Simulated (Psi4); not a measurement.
# [HO2]− (hydroperoxide(1-)): wB97X-V/def2-TZVPPD

Aim: the energy change on altering one bond length of [HO2]− (hydroperoxide(1-)) at wB97X-V/def2-TZVPPD, from 2 runs. 

Program for the calculation: Psi4 1.11.

1 further run of the same task is left out (set aside as unsound or not needed).

**1. The molecule**

[HO2]− has 3 atoms, charge -1, and is taken as a singlet. As SMILES, `[O-]O`. Geometry: relaxed at PBE0-D4/def2-TZVPD.

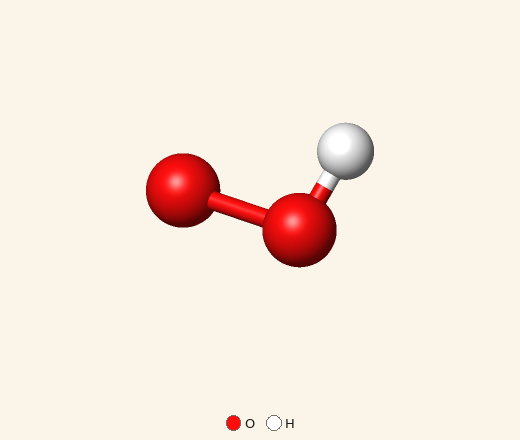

Viewed from a chosen angle; oxygen red, hydrogen white.

**2. A single-point energy at wB97X-V/def2-TZVPPD**

Input file run.py:

```python
import psi4

psi4.set_memory(2200000000)
psi4.set_num_threads(1)
psi4.set_output_file('run.log', False)

molecule = psi4.geometry("""
-1 1
O     -0.67606842     1.93808422    -0.15274656
O     -0.45780505    -0.84259108    -0.34156800
H      1.13389237    -1.09551203     0.49429566
units bohr
symmetry c1
""")

psi4.set_options({
    'basis': 'def2-TZVPPD',
    'puream': True,
    'e_convergence': 1e-09,
    'd_convergence': 1e-08,
    'scf_type': 'pk',
    'dft_radial_points': 99,
    'dft_spherical_points': 590,
})

energy_value = psi4.energy("wb97x-v", molecule=molecule)
print(f'wb97x-v energy: {energy_value:.10f} Eh')
```

Run with:

```bash
python run.py
```

run.log, shortened:

```text
[...]
  Running in c1 symmetry.
[...]
  Nuclear repulsion =   29.527067201919131
[...]
  Multiplicity = 1
[...]
  Nalpha       = 9
  Nbeta        = 9
[...]
    Number of basis functions: 97
[...]
   @RKS iter   1:  -150.76310945993822   -6.81578e-01   6.75358e-03 ADIIS/DIIS
[...]
   @RKS iter  13:  -150.95423692085342   -3.72324e-12   3.54213e-09 DIIS
[...]
    Orbital Energies [Eh]
    ---------------------
    Doubly Occupied:
       1A    -18.988200     2A    -18.908836     3A     -0.913068
       4A     -0.653229     5A     -0.330808     6A     -0.231919
       7A     -0.213215     8A     -0.069664     9A     -0.043772
[...]
  @RKS Final Energy:  -150.95423692085342
   => Energetics <=
    Nuclear Repulsion Energy =             29.5270672019191309
    One-Electron Energy =                -271.8845035535408670
    Two-Electron Energy =                 103.8284001213278032
    DFT Exchange-Correlation Energy =     -12.4997273464532697
    Empirical Dispersion Energy =           0.0000000000000000
    VV10 Nonlocal Energy =                  0.0745266558938193
    Total Energy =                       -150.9542369208534183
[...]
 Multipole Moments:
 ------------------------------------------------------------------------------------
     Multipole            Electronic (a.u.)      Nuclear  (a.u.)        Total (a.u.)
 ------------------------------------------------------------------------------------
 L = 1.  Multiply by 2.5417464519 to convert [e a0] to [Debye]
 Dipole X            :         -0.2904168            0.8887421            0.5983253
 Dipole Y            :         -0.0845629           -0.7937641           -0.8783270
 Dipole Z            :         -0.0000000           -0.0000000           -0.0000000
 Magnitude           :                                                    1.0627565
[...]
```

Standard output:

```text
wb97x-v energy: -150.9542369209 Eh
```

Run time: 64 s. Hardware: 1 thread of Intel Xeon at 2.50GHz (Skylake/Cascade Lake), shared host; peak memory 0.92 GiB.

**3. The distorted shape, same level**

Input file ho2.xyz:

```xyz
3
HO2
O     -0.392411     1.467044    -0.050853
O     -0.242260    -0.445880    -0.180750
H      0.600030    -0.579720     0.261570
```

Input file run_ase.py:

```python
import numpy as np
from ase.calculators.psi4 import Psi4
from ase.io import read

a = read('ho2.xyz')
calc = Psi4(atoms=a, method='wb97x-v', basis='def2-TZVPPD', memory='2200MB', num_threads=1, charge=-1, multiplicity=1, label='ho2')
calc.psi4.set_options({'puream': True, 'e_convergence': 1e-09, 'd_convergence': 1e-08, 'scf_type': 'pk', 'dft_radial_points': 99, 'dft_spherical_points': 590})
a.calc = calc

print(f'energy: {a.get_potential_energy():.6f} eV')
```

Run with:

```bash
python run_ase.py
```

ho2.dat, shortened:

```text
[...]
  Running in c1 symmetry.
[...]
  Nuclear repulsion =   23.860121011768914
[...]
  Multiplicity = 1
[...]
  Nalpha       = 9
  Nbeta        = 9
[...]
    Number of basis functions: 97
[...]
   @RKS iter   1:  -150.75250965510170   -1.00310e+00   6.18641e-03 DIIS/ADIIS
[...]
   @RKS iter  13:  -150.91274317858586   -6.24141e-11   8.52483e-09 DIIS
[...]
    Orbital Energies [Eh]
    ---------------------
    Doubly Occupied:
       1A    -18.983742     2A    -18.971033     3A     -0.842657
       4A     -0.707020     5A     -0.306764     6A     -0.187127
       7A     -0.178481     8A     -0.119106     9A     -0.107583
[...]
  @RKS Final Energy:  -150.91274317858586
   => Energetics <=
    Nuclear Repulsion Energy =             23.8601210117689142
    One-Electron Energy =                -260.4193422199099928
    Two-Electron Energy =                  97.9825376721396992
    DFT Exchange-Correlation Energy =     -12.4113086753712736
    Empirical Dispersion Energy =           0.0000000000000000
    VV10 Nonlocal Energy =                  0.0752490327868049
    Total Energy =                       -150.9127431785858562
[...]
 Multipole Moments:
 ------------------------------------------------------------------------------------
     Multipole            Electronic (a.u.)      Nuclear  (a.u.)        Total (a.u.)
 ------------------------------------------------------------------------------------
 L = 1.  Multiply by 2.5417464519 to convert [e a0] to [Debye]
 Dipole X            :         -0.3220853            0.8334664            0.5113811
 Dipole Y            :          0.4537676           -0.9905868           -0.5368191
 Dipole Z            :         -0.1246526            0.3428584            0.2182058
 Magnitude           :                                                    0.7728513
[...]
```

The script printed:

```text
energy: -4106.544911 eV
```

It took 71 s on 1 thread of Intel Xeon at 2.50GHz (Skylake/Cascade Lake), shared host; peak memory 0.92 GiB.

**4. What came out**

Level: wB97X-V/def2-TZVPPD.

| quantity | value |
| --- | --- |
| first shape: total energy | -150.95424 Eh |
| first shape: HOMO energy | -1.19 eV |
| first shape: LUMO energy | 6.13 eV |
| first shape: HOMO–LUMO gap (to an unbound level, set by the basis) | 7.32 eV |
| distorted shape: total energy | -150.91274 Eh |
| distorted shape: HOMO energy | -2.93 eV |
| distorted shape: LUMO energy | 5.62 eV |
| distorted shape: HOMO–LUMO gap (to an unbound level, set by the basis) | 8.55 eV |
| energy change with the O1–O2 bond stretched from 1.479 to 1.923 Å | 1.129 eV |

In words: With the O1–O2 bond stretched from 1.479 to 1.923 Å the energy rises by 1.13 eV (26 kcal/mol). The first shape isn't relaxed at this level, so the change isn't measured from a minimum.
